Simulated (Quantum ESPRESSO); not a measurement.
# Collinear magnetic orders of MnSi15 (Si32 Mn2 d3p84) with Quantum ESPRESSO, part 2 of 2

Does MnSi15 (Si32 Mn2 d3p84) prefer parallel or opposed moments?

Quantum ESPRESSO 7.5; PBE; plane waves with GBRV 1.5 PBE potentials, no spin-orbit coupling.

So far, absolute magnetization (μB): step 2 (run 1, typed as ferro ++) 7.55.

## 3. Start 2: antiferro +−

Input file pw.in:

```
&CONTROL
  calculation = 'scf'
  prefix = 'pwscf'
  outdir = './tmp'
  pseudo_dir = './pseudo'
  disk_io = 'nowf'
/
&SYSTEM
  ibrav = 0
  celldm(1) = 8
  nat = 32
  ntyp = 3
  ecutwfc = 40
  ecutrho = 280
  nbnd = 103
  occupations = 'smearing'
  smearing = 'fd'
  degauss = 0.00367493
  nspin = 2
  starting_magnetization(1) = 0.3
  starting_magnetization(2) = 0
  starting_magnetization(3) = -0.3
/
&ELECTRONS
  conv_thr = 6.4d-08
  electron_maxstep = 150
  mixing_beta = 0.3
/
ATOMIC_SPECIES
Mn1    54.9380 mn_pbe_v1.5.uspp.F.UPF
Si     28.0850 si_pbe_v1.uspp.F.UPF
Mn2    54.9380 mn_pbe_v1.5.uspp.F.UPF
CELL_PARAMETERS alat
   2.5657756457106    0.0000000000000    0.0000000000000
   0.0000000000000    2.5657756457106    0.0000000000000
   0.0000000000000    0.0000000000000    1.2828878228553
ATOMIC_POSITIONS crystal
Mn1     0.0000000000    0.0000000000    0.0000000000
Si      0.1250000000    0.1250000000    0.2500000000
Mn2     0.0000000000    0.2500000000    0.5000000000
Si      0.1250000000    0.3750000000    0.7500000000
Si      0.2500000000    0.0000000000    0.5000000000
Si      0.3750000000    0.1250000000    0.7500000000
Si      0.2500000000    0.2500000000    0.0000000000
Si      0.3750000000    0.3750000000    0.2500000000
Si      0.0000000000    0.5000000000    0.0000000000
Si      0.1250000000    0.6250000000    0.2500000000
Si      0.0000000000    0.7500000000    0.5000000000
Si      0.1250000000    0.8750000000    0.7500000000
Si      0.2500000000    0.5000000000    0.5000000000
Si      0.3750000000    0.6250000000    0.7500000000
Si      0.2500000000    0.7500000000    0.0000000000
Si      0.3750000000    0.8750000000    0.2500000000
Si      0.5000000000    0.0000000000    0.0000000000
Si      0.6250000000    0.1250000000    0.2500000000
Si      0.5000000000    0.2500000000    0.5000000000
Si      0.6250000000    0.3750000000    0.7500000000
Si      0.7500000000    0.0000000000    0.5000000000
Si      0.8750000000    0.1250000000    0.7500000000
Si      0.7500000000    0.2500000000    0.0000000000
Si      0.8750000000    0.3750000000    0.2500000000
Si      0.5000000000    0.5000000000    0.0000000000
Si      0.6250000000    0.6250000000    0.2500000000
Si      0.5000000000    0.7500000000    0.5000000000
Si      0.6250000000    0.8750000000    0.7500000000
Si      0.7500000000    0.5000000000    0.5000000000
Si      0.8750000000    0.6250000000    0.7500000000
Si      0.7500000000    0.7500000000    0.0000000000
Si      0.8750000000    0.8750000000    0.2500000000
K_POINTS automatic
3 3 5 0 0 0
```

Command:

```sh
OMP_NUM_THREADS=1 mpirun -n 4 pw.x -nk 4 -in pw.in > pw.out
```

Log:

```text
[banner, memory and clock lines left out]
Program PWSCF v.7.5 starts

     Message from routine setup:
     using ibrav=0 with symmetry is DISCOURAGED, use correct ibrav instead

     bravais-lattice index     =            0
     lattice parameter (alat)  =       8.0000  a.u.
     unit-cell volume          =    4324.1027 (a.u.)^3
     number of atoms/cell      =           32
     number of atomic types    =            3
     number of electrons       =       150.00
     number of Kohn-Sham states=          103
     kinetic-energy cutoff     =      40.0000  Ry
     charge density cutoff     =     280.0000  Ry
     scf convergence threshold =      6.4E-08
     mixing beta               =       0.3000
     number of iterations used =            8  plain     mixing
     Exchange-correlation=  SLA  PW   PBX  PBC
                           (   1   4   3   4   0   0   0)

     celldm(1)=   8.000000  celldm(2)=   0.000000  celldm(3)=   0.000000
     celldm(4)=   0.000000  celldm(5)=   0.000000  celldm(6)=   0.000000

     crystal axes: (cart. coord. in units of alat)
               a(1) = (   2.565776   0.000000   0.000000 )
               a(2) = (   0.000000   2.565776   0.000000 )
               a(3) = (   0.000000   0.000000   1.282888 )

     reciprocal axes: (cart. coord. in units 2 pi/alat)
               b(1) = (  0.389746  0.000000  0.000000 )
               b(2) = (  0.000000  0.389746  0.000000 )
               b(3) = (  0.000000  0.000000  0.779491 )

     PseudoPot. # 1 for Mn read from file:
     mn_pbe_v1.5.uspp.F.UPF
     Pseudo is Ultrasoft + core correction, Zval = 15.0

     PseudoPot. # 2 for Si read from file:
     si_pbe_v1.uspp.F.UPF
     Pseudo is Ultrasoft + core correction, Zval =  4.0

     PseudoPot. # 3 for Mn read from file:
     mn_pbe_v1.5.uspp.F.UPF
     Pseudo is Ultrasoft + core correction, Zval = 15.0

     atomic species   valence    mass     pseudopotential
     Mn1              15.00    54.93800     Mn( 1.00)
     Si                4.00    28.08500     Si( 1.00)
     Mn2              15.00    54.93800     Mn( 1.00)

     Starting magnetic structure
     atomic species   magnetization
     Mn1             0.300
     Si              0.000
     Mn2            -0.300

      2 Sym. Ops. (no inversion) found

   Cartesian axes

     site n.     atom                  positions (alat units)
         1        Mn1    tau(   1) = (   0.0000000   0.0000000   0.0000000  )
         2        Si     tau(   2) = (   0.3207220   0.3207220   0.3207220  )
         3        Mn2    tau(   3) = (   0.0000000   0.6414439   0.6414439  )
         4        Si     tau(   4) = (   0.3207220   0.9621659   0.9621659  )
         5        Si     tau(   5) = (   0.6414439   0.0000000   0.6414439  )
         6        Si     tau(   6) = (   0.9621659   0.3207220   0.9621659  )
         7        Si     tau(   7) = (   0.6414439   0.6414439   0.0000000  )
         8        Si     tau(   8) = (   0.9621659   0.9621659   0.3207220  )
         9        Si     tau(   9) = (   0.0000000   1.2828878   0.0000000  )
        10        Si     tau(  10) = (   0.3207220   1.6036098   0.3207220  )
        11        Si     tau(  11) = (   0.0000000   1.9243317   0.6414439  )
        12        Si     tau(  12) = (   0.3207220   2.2450537   0.9621659  )
        13        Si     tau(  13) = (   0.6414439   1.2828878   0.6414439  )
        14        Si     tau(  14) = (   0.9621659   1.6036098   0.9621659  )
        15        Si     tau(  15) = (   0.6414439   1.9243317   0.0000000  )
        16        Si     tau(  16) = (   0.9621659   2.2450537   0.3207220  )
        17        Si     tau(  17) = (   1.2828878   0.0000000   0.0000000  )
        18        Si     tau(  18) = (   1.6036098   0.3207220   0.3207220  )
        19        Si     tau(  19) = (   1.2828878   0.6414439   0.6414439  )
        20        Si     tau(  20) = (   1.6036098   0.9621659   0.9621659  )
        21        Si     tau(  21) = (   1.9243317   0.0000000   0.6414439  )
        22        Si     tau(  22) = (   2.2450537   0.3207220   0.9621659  )
        23        Si     tau(  23) = (   1.9243317   0.6414439   0.0000000  )
        24        Si     tau(  24) = (   2.2450537   0.9621659   0.3207220  )
        25        Si     tau(  25) = (   1.2828878   1.2828878   0.0000000  )
        26        Si     tau(  26) = (   1.6036098   1.6036098   0.3207220  )
        27        Si     tau(  27) = (   1.2828878   1.9243317   0.6414439  )
        28        Si     tau(  28) = (   1.6036098   2.2450537   0.9621659  )
        29        Si     tau(  29) = (   1.9243317   1.2828878   0.6414439  )
        30        Si     tau(  30) = (   2.2450537   1.6036098   0.9621659  )
        31        Si     tau(  31) = (   1.9243317   1.9243317   0.0000000  )
        32        Si     tau(  32) = (   2.2450537   2.2450537   0.3207220  )

     number of k points=    16  Fermi-Dirac smearing, width (Ry)=  0.0037
                       cart. coord. in units 2pi/alat
        k(    1) = (   0.0000000   0.0000000   0.0000000), wk =   0.0222222
        k(    2) = (   0.0000000   0.0000000   0.1558983), wk =   0.0444444
        k(    3) = (   0.0000000   0.0000000   0.3117966), wk =   0.0444444
        k(    4) = (   0.0000000   0.1299152   0.0000000), wk =   0.0444444
        k(    5) = (   0.0000000   0.1299152   0.1558983), wk =   0.0888889
        [... 11 further k-points ...]

     Dense  grid:   342127 G-vectors     FFT dimensions: ( 120, 120,  60)

     Smooth grid:   147905 G-vectors     FFT dimensions: (  90,  90,  45)

     Check: negative core charge=   -0.000006
     Generating pointlists ...
     new r_m :   0.2291 (alat units)  1.8332 (a.u.) for type    1
     new r_m :   0.2291 (alat units)  1.8332 (a.u.) for type    2
     new r_m :   0.2291 (alat units)  1.8332 (a.u.) for type    3

     Initial potential from superposition of free atoms

     starting charge     148.9797, renormalised to     150.0000
     Starting wfcs are  146 randomized atomic wfcs

     Self-consistent Calculation

     iteration #  1     ecut=    40.00 Ry     beta= 0.30
     Davidson diagonalization with overlap
     ethr =  1.00E-02,  avg # of iterations =  3.1

     total energy              =    -704.29369889 Ry
     estimated scf accuracy    <      13.60731373 Ry

     total magnetization       =     0.00 Bohr mag/cell
     absolute magnetization    =     5.26 Bohr mag/cell

     iteration #  2     ecut=    40.00 Ry     beta= 0.30
     Davidson diagonalization with overlap
     ethr =  9.07E-03,  avg # of iterations =  4.1

     total energy              =    -702.13528504 Ry
     estimated scf accuracy    <     166.88185951 Ry

     total magnetization       =    -0.01 Bohr mag/cell
     absolute magnetization    =     0.38 Bohr mag/cell

     [... further iterations left out ...]

     iteration # 19     ecut=    40.00 Ry     beta= 0.30
     Davidson diagonalization with overlap
     ethr =  1.95E-10,  avg # of iterations =  2.5

     total energy              =    -709.99372190 Ry
     estimated scf accuracy    <       0.00000007 Ry

     total magnetization       =    -0.00 Bohr mag/cell
     absolute magnetization    =     6.89 Bohr mag/cell

     iteration # 20     ecut=    40.00 Ry     beta= 0.30
     Davidson diagonalization with overlap
     ethr =  4.78E-11,  avg # of iterations =  3.9

     Magnetic moment per site  (integrated on atomic sphere of radius R)
     atom   1 (R=0.229)  charge= 12.9942  magn=  2.6452
     atom   2 (R=0.229)  charge=  1.8399  magn= -0.0000
     atom   3 (R=0.229)  charge= 12.9941  magn= -2.6456
     atom   4 (R=0.229)  charge=  1.8303  magn=  0.0638
     atom   5 (R=0.229)  charge=  1.8144  magn=  0.0034
     atom   6 (R=0.229)  charge=  1.8229  magn= -0.0000
     atom   7 (R=0.229)  charge=  1.8144  magn= -0.0034
     atom   8 (R=0.229)  charge=  1.8221  magn= -0.0002
     atom   9 (R=0.229)  charge=  1.8186  magn= -0.0091
     atom  10 (R=0.229)  charge=  1.8226  magn= -0.0000
     atom  11 (R=0.229)  charge=  1.8186  magn=  0.0091
     atom  12 (R=0.229)  charge=  1.8303  magn= -0.0638
     atom  13 (R=0.229)  charge=  1.8215  magn= -0.0043
     atom  14 (R=0.229)  charge=  1.8217  magn= -0.0000
     atom  15 (R=0.229)  charge=  1.8215  magn=  0.0043
     atom  16 (R=0.229)  charge=  1.8221  magn=  0.0002
     atom  17 (R=0.229)  charge=  1.8241  magn= -0.0017
     atom  18 (R=0.229)  charge=  1.8229  magn= -0.0000
     atom  19 (R=0.229)  charge=  1.8240  magn=  0.0017
     atom  20 (R=0.229)  charge=  1.8221  magn= -0.0002
     atom  21 (R=0.229)  charge=  1.8144  magn=  0.0034
     atom  22 (R=0.229)  charge=  1.8399  magn= -0.0000
     atom  23 (R=0.229)  charge=  1.8144  magn= -0.0034
     atom  24 (R=0.229)  charge=  1.8303  magn=  0.0638
     atom  25 (R=0.229)  charge=  1.8246  magn= -0.0033
     atom  26 (R=0.229)  charge=  1.8217  magn= -0.0000
     atom  27 (R=0.229)  charge=  1.8246  magn=  0.0033
     atom  28 (R=0.229)  charge=  1.8221  magn=  0.0002
     atom  29 (R=0.229)  charge=  1.8215  magn= -0.0043
     atom  30 (R=0.229)  charge=  1.8226  magn= -0.0000
     atom  31 (R=0.229)  charge=  1.8215  magn=  0.0043
     atom  32 (R=0.229)  charge=  1.8303  magn= -0.0638

     End of self-consistent calculation

     [... lines left out ...]
     the Fermi energy is     6.4203 ev

!    total energy              =    -709.99372202 Ry
     estimated scf accuracy    <       0.00000004 Ry
     smearing contrib. (-TS)   =      -0.00696823 Ry
     internal energy E=F+TS    =    -709.98675380 Ry

     The total energy is F=E-TS. E is the sum of the following terms:
     one-electron contribution =    -395.38115196 Ry
     hartree contribution      =     257.67558133 Ry
     xc contribution           =    -182.23343308 Ry
     ewald contribution        =    -390.04775009 Ry

     total magnetization       =    -0.00 Bohr mag/cell
     absolute magnetization    =     6.88 Bohr mag/cell

     convergence has been achieved in  20 iterations
```

Run time: 20 min. Hardware: 4 MPI ranks of Intel Xeon at 2.70GHz, shared host; peak memory 3.8 GiB; 81 min of CPU time.

Spin moment in the atom's sphere by element, in μB:

```
element  atoms  mean  spread (r.m.s.)  least  largest
     Mn      2  0.00             2.65  -2.65     2.65
     Si     30  0.00             0.02  -0.06     0.06
```

The atoms farthest from the mean of their element:

```
atom       x, y, z (Å)  spin moment in the atom's sphere (μB)
 Mn1  0.00, 0.00, 0.00                                   2.65
 Mn3  0.00, 2.72, 2.72                                  -2.65
Si24  9.50, 4.07, 1.36                                   0.06
Si12  1.36, 9.50, 4.07                                  -0.06
Si32  9.50, 9.50, 1.36                                  -0.06
 Si4  1.36, 4.07, 4.07                                   0.06
 Si9  0.00, 5.43, 0.00                                  -0.01
Si11  0.00, 8.15, 2.72                                   0.01
```

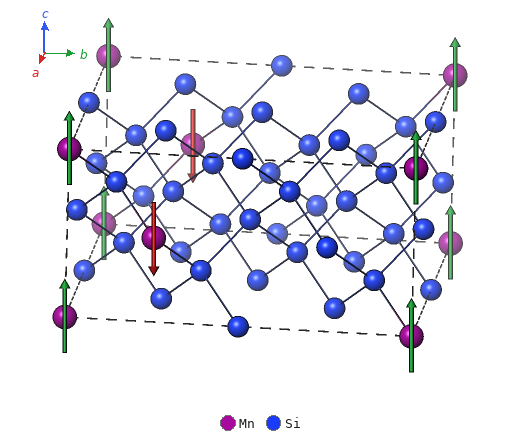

Spin moment in the atom's sphere as arrows, the longest 2.65 μB. Up and down stand for the sign. Arrows give size and sign along the axis of quantisation, drawn up and down the page. The two directions have two colours. Bonds to atoms that aren't drawn are left out. Some periodic images of atoms are drawn too.

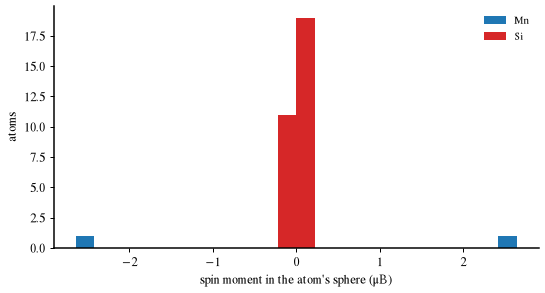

Spin moment in the atom's sphere as a stacked histogram.

Read from the output:

```yaml
smearing_term_ts: 0.09481 eV
magnetization: 0 μB
absolute_magnetization: 6.883 μB
final_state: antiferromagnetic
```

## 4. Energies of the orders

An order is kept where moments of 0.15 μB or more survive with the typed signs; meshes match where a doubled cell samples the same k points as the first cell.

Orders:

```
       start        final state  typed order kept  energy over the lowest (meV a seeded atom)  largest site moment (μB)  net moment (μB a cell of the first run)  mesh matched  CPU time (s)
    ferro ++      ferromagnetic               yes                                           0                     2.831                                    5.992           yes          3401
antiferro +-  antiferromagnetic               yes                                       170.8                     2.646                                  7.23e-4           yes          4869
```

## 5. Outcome

```yaml
lowest_state_found: ferromagnetic (from ferro ++)
largest_site_moment: 2.83 μB
next_state_with_moments: antiferromagnetic, 171 meV a seeded atom higher
```

What this shows: This is the lowest of 2 collinear or spinless starts, no proof of the ground state.

[Logs and program files are shortened in this print: banners, set-up blocks, solver, clock and traceback lines can be left out without a mark of their own.]

[Logs are printed without paths, hosts, clocks, repeated set-up lines and the standing remarks that a program may print on its own settings, such as how far it seeks lower states.]

[Hosts, paths, dates, database ids (printed as entryN), source tags and the programs' standing remarks are cut or masked in the printed files.]

[Where a cell is said to come from a database of computed structures, the database is the Materials Project.]
